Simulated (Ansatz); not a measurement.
# Converging shifted k-point meshes: InP (R3m, 2 atoms in the cell)

```yaml
crystal:
  lattice:
    - [0.00000, 2.92619, 2.92619]
    - [2.92619, 0.00000, 2.92619]
    - [2.92619, 2.92619, 0.00000]
  atoms:
    - { symbol: In, position: [0.00493, 0.00493, 0.00493] }
    - { symbol: P, position: [0.25000, 0.25000, 0.25000] }
```

Method of the run: LDA (PW92), default PAW files made with PBE (plane waves; Ansatz, a quantum-chemistry and plane-wave program).

Base settings: basis.ecutwfc = 420 eV; kpoints.mp_grid.grid = 7 7 7; hamiltonian.xc = lda; hamiltonian.pseudopotentials = {kind: paw} (the program's default PAW files); scf.occupations.method = fermi_dirac; scf.occupations.width = 0.02 eV.

In this ladder: kpoints.mp_grid.shift = 0.5 0.5 0.5.

Shifted meshes do not hold Γ, so a gap read on them misses any band edge there.

Only quantities that move along the ladder and can be compared are tabulated.

The count of work is k-points × plane waves × bands × iterations; it is no time. 

The starting cell has typed, rounded lattice constants, without a prior relaxation at this level. Its lattice was rescaled by up to half a per cent. One atom was moved a little off its site on purpose. Ansatz's pressure includes its estimate of the finite-basis (Pulay) stress.

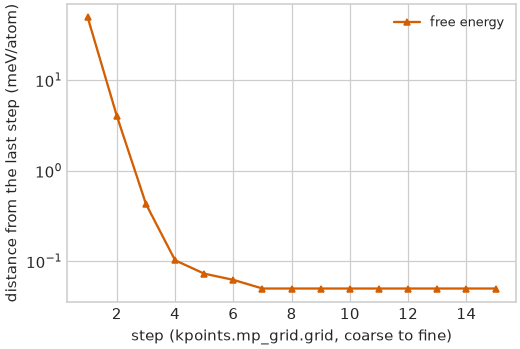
*Distance from the last step along the ladder; very small values are drawn at a floor.*

| kpoints.mp_grid.grid | free energy less the last step's (meV/atom) | pressure (GPa) | largest difference of a force vector from the last step's (eV/Å) | gap on the mesh (eV) | count of work / last |
|---|---|---|---|---|---|
| 2 2 2 | 49.31 | -0.67 | 0.654 | 2.117 | 0.0022 |
| 3 3 3 | 4.03 | -0.85 | 0.132 | 1.650 | 0.0067 |
| 4 4 4 | 0.43 | -0.85 | 0.030 | 1.635 | 0.011 |
| 5 5 5 | 0.10 | -0.84 | 0.005 | 1.426 | 0.021 |
| 6 6 6 | 0.07 | -0.84 | 0.001 | 1.253 | 0.031 |
| 7 7 7 | 0.06 | -0.83 | 0.002 | 1.121 | 0.049 |
| 8 8 8 | 0.04 | -0.83 | 0.002 | 1.019 | 0.067 |
| 9 9 9 | 0.03 | -0.83 | 0.001 | 0.939 | 0.095 |
| 10 10 10 | 0.02 | -0.83 | 0.001 | 0.875 | 0.12 |
| 11 11 11 | 0.01 | -0.83 | 0.001 | 0.822 | 0.16 |
| 13 13 13 | 0.01 | -0.83 | 0.000 | 0.743 | 0.26 |
| 14 14 14 | 0.00 | -0.83 | 0.000 | 0.712 | 0.31 |
| 15 15 15 | 0.00 | -0.83 | 0.000 | 0.686 | 0.39 |
| 17 17 17 | 0.00 | -0.83 | 0.000 | 0.645 | 0.55 |
| 19 19 19 | 0.00 | -0.83 | 0.000 | 0.613 | 0.75 |
| 21 21 21 | 0.00 | -0.83 | 0.000 | 0.588 | 1.0 |

Coarsest kpoints.mp_grid.grid that holds the free energy within 1 meV/atom of the last step, with all finer ones: 4 4 4, at 0.011 of the last step's count of work; the step before is off by 4.0 meV/atom.

Coarsest kpoints.mp_grid.grid that holds the forces within 0.01 eV/Å of the last step, with all finer ones: 5 5 5, at 0.021 of the last step's count of work; the step before is off by 0.030 eV/Å.

Keys are those of Ansatz 0.2.
